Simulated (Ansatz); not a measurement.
Ca$_{2}$YOsC$_{6}$N$_{6}$, 64 atoms, a = 11.28 Å, b = 11.28 Å, c = 11.28 Å, α = 90.00°, β = 90.00°, γ = 90.00°.

Space group Fm-3m; a structure generated by program, which may or may not match a known phase; computed without spin polarisation.

The calculation used Ansatz, DFT PBE, scalar-relativistic, plane waves, PAW.

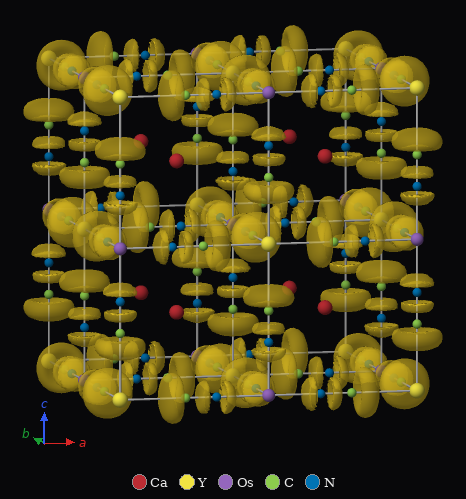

Ca$_{2}$YOsC$_{6}$N$_{6}$. Isosurface of the ELF at 0.8 (yellow), seen slightly off an axis. Core shells and regions of very low density are left out. Sticks mark near contacts.

In a PAW calculation such maps are meaningful between the atoms, not at the nuclei.

What do the ELF domains correspond to?

The surface consists of 24 regions between bonded C–N atoms, 24 lobes of the valence shell of C pointing towards Y and 24 lobes of the valence shell of N pointing towards Os (polar bonds), counted in one cell of 64 atoms. Any copies at cell faces, edges or corners count once.

Values along the shortest contacts:
C–N (1.18 Å): the ELF peaks at about 0.85 between the atoms. Os–N (1.98 Å): the ELF peaks at about 0.90 in the valence shell of N, 0.6 Å from its nucleus, and is about 0.20 at the midpoint.
